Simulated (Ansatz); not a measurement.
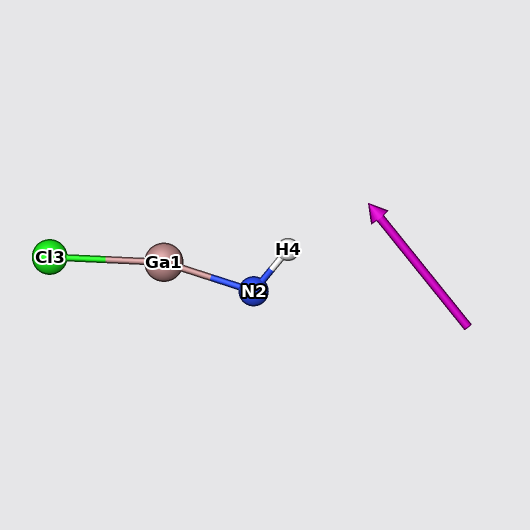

The arrow beside the molecule shows the direction of the dipole moment, from the negative to the positive end (its length means nothing). The geometry was computed by an optimisation with PBE0-D4/def2-TZVP. Level of theory: RKS PBE0-D4/def2-TZVP (Ansatz 0.2.0).

How large is the dipole moment?

2.26 D; it points from the side of N2 to the side of Cl3 (the outermost atoms at the two ends).
